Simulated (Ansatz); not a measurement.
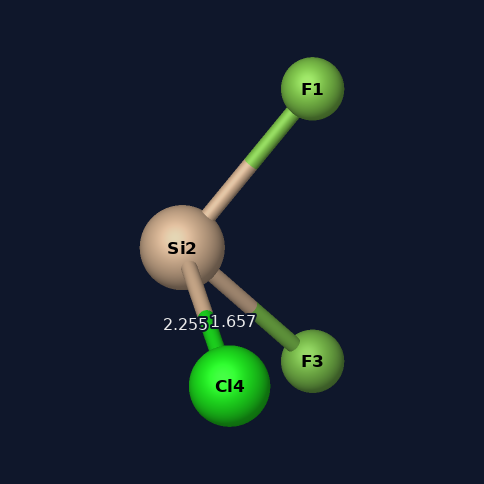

Bond lengths are marked in Å; every bond is drawn as one stick. The species has charge −1 and is a spin singlet. The computed structure is the end point of a PBE0-D4/def2-TZVPD optimisation. No frequency run is at hand to confirm it as a minimum.

Q: Assign a bond order to each marked bond.

A: Si2–F3 single; Si2–Cl4 single. This is one Lewis structure.

Q: Write the SMILES.

A: F[Si-](F)Cl
